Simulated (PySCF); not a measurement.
C$_{5}$H$_{9}$NSi (SMILES [H]/N=C\[C@H]1C=CC[SiH2]1)

Input

```
{"job": {"kind": "nmr", "xc": "PBE0", "basis": "pcSseg-1"}, "charge": 0, "multiplicity": 1}
N      1.920387    -1.024513     1.370531
C      1.910749    -0.263705     0.356686
C      0.808184    -0.085591    -0.654117
C     -0.212730    -1.195629    -0.624452
C     -1.447133    -0.947898    -0.161612
C     -1.808471     0.445375     0.279522
Si    -0.288791     1.444291    -0.265512
H      1.039199    -1.553759     1.416555
H      2.800099     0.370916     0.191207
H      1.264883     0.026288    -1.653158
H      0.081436    -2.201127    -0.946466
H     -2.194011    -1.747982    -0.103286
H     -1.987058     0.490534     1.368088
H     -2.738553     0.795205    -0.198312
H     -0.557906     2.252125    -1.493726
H      0.290810     2.334030     0.783387
```

Command:

```sh
OMP_NUM_THREADS=1 python probes_run.py task.json out
```

Geometry: PBE0-D3(BJ)/def2-SVP.

Computed with PySCF 2.14.0, PBE0/pcSseg-1, SCF density, gas phase, non-relativistic.

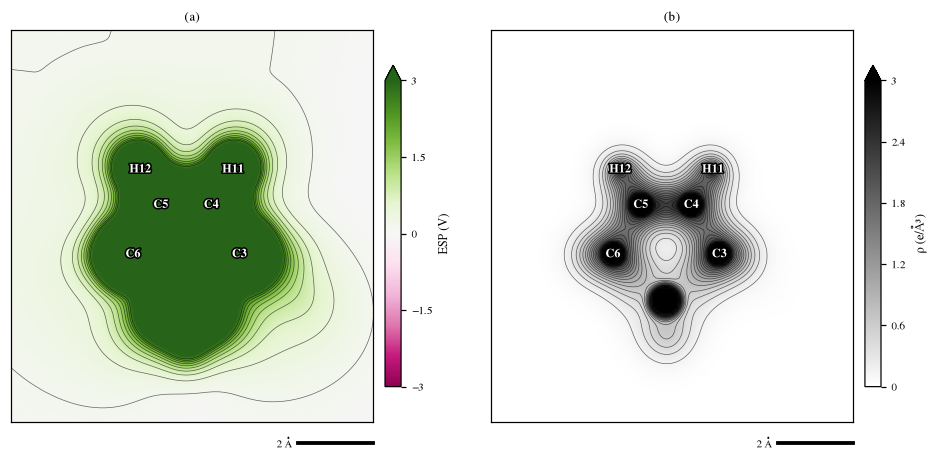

Figure 1. (a) molecular electrostatic potential; (b) total electron density on the plane of atoms C3, C4 and H11.

What do the fields say about this system?

The section cuts through C and H sites. C–C (1.34 Å): ρ is about 2.3 e/Å³ halfway. C–C (1.51 Å): ρ is about 1.7 e/Å³ halfway. C–H (1.10 Å): ρ is about 2 e/Å³ halfway. The potential has no marked negative region in this plane.

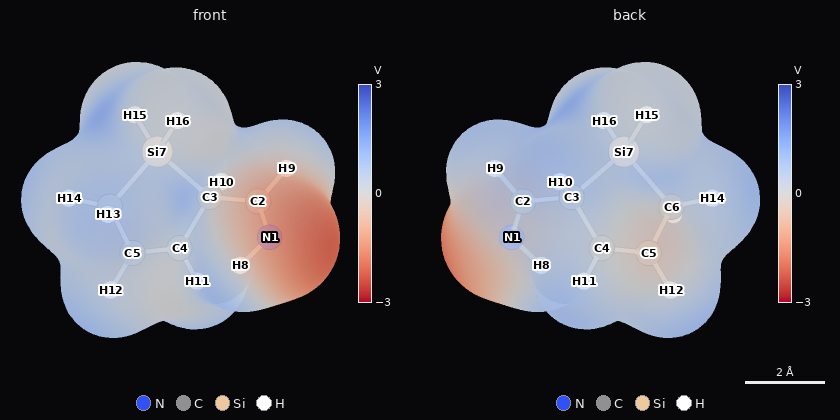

Figure 2. The electrostatic potential painted on the density surface at 0.002 e/bohr³, seen from the front and from behind; red is negative and blue positive.

Describe the electrostatic potential map.

The most negative region (about −2.2 V) lies over N1, the most positive (about +1.3 V) over Si7. N1 is the likeliest acceptor of a hydrogen bond.

How polar is the molecule by this calculation?

Its dipole moment is 2.85 D.
